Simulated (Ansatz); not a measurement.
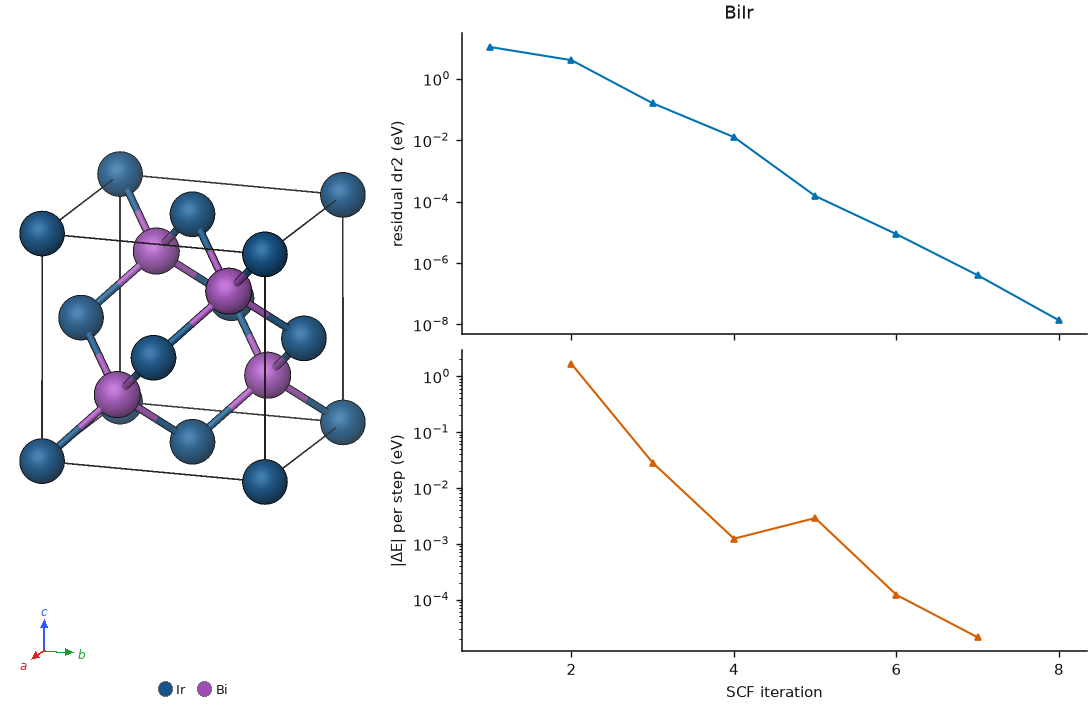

Beside the plot: the structure in its conventional cell.

The plot shows the SCF iterations of a calculation: density residual dr2, step-to-step change of the Harris–Foulkes energy. Energy differences below 3 × 10⁻⁶ eV aren't drawn.

BiIr (2 atoms in the cell), run with Ansatz.

```
crystal:
  lattice:
    - [0.0, 3.038037373, 3.038037373]
    - [3.038037373, 0.0, 3.038037373]
    - [3.038037373, 3.038037373, 0.0]
  atoms:
    - { symbol: Ir, position: [0.0, 0.0, 0.0] }
    - { symbol: Bi, position: [0.25, 0.25, 0.25] }
basis:
  ecutwfc: 500
  ecutrho_ratio: 4
kpoints:
  mp_grid: { grid: [10, 10, 10] }
hamiltonian:
  xc: r2scan
  hubbard: { sites: [{ species: Ir, l: d, u_eff: 20.0 }] }
scf:
  occupations: { method: gaussian, width: 0.05 }
  max_iter: 50
output:
  forces: true
  stress: true
```

Launched with:
```bash
ansatz run input.yaml --threads 2 --pin off --max-ram 2662MiB --backend cpu --events-out ev --progress --plain --runs-dir out
```

Q: How did this run end?

A: Converged, in 8 iterations. The residual falls at every step.

Q: Read the residual at the first and at the last step drawn.

A: It starts near 10 and ends near 10⁻⁸ eV.

Q: Is anything amiss with this input?

A: The input holds a fault (an enormous or negative U). The SCF closed all the same, which doesn't make the results meaningful for the real system.
